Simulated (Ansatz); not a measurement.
```xyz
9

N    -0.1770    1.3834   -1.1314
Nb    0.0208   -0.0026   -0.0912
O     1.8324   -0.5937   -0.2580
O    -1.2350   -1.3303   -0.6564
O    -0.3249    0.4585    1.7178
H    -0.2722    2.1409   -1.7978
H     2.3114   -1.2357    0.2738
H    -1.4890   -2.1482   -0.2194
H    -0.5780    1.2813    2.1456
```

Geometry: PBE0-D4/def2-SVP; core potentials replace the inner electrons of Nb.

Method: isolated molecule in a Gaussian basis; Kohn-Sham density functional theory, functional PBE0 in Ansatz.

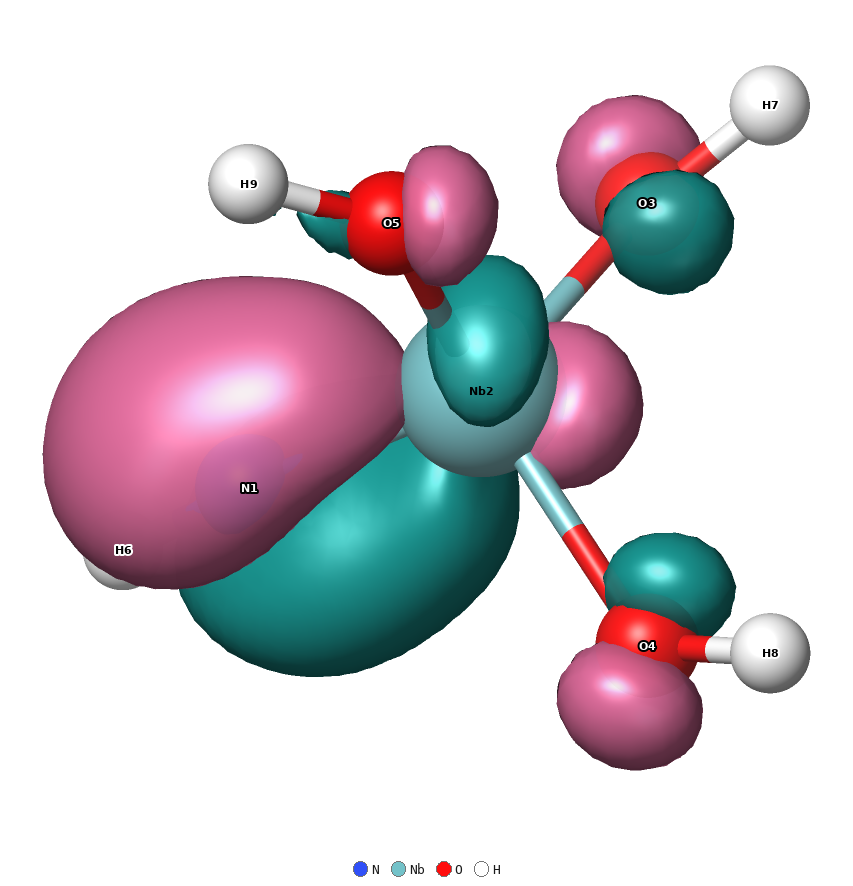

H₄NNbO₃. The HOMO−1 at ±0.15 Å⁻³ᐟ² (teal and pink are the two phases), seen at a tilt.

Q: What is the character of this orbital?

A: By Hirshfeld shares it lies mainly on N1 (about 60 %) and Nb2 (about 25 %). Its energy is −7.76 eV.
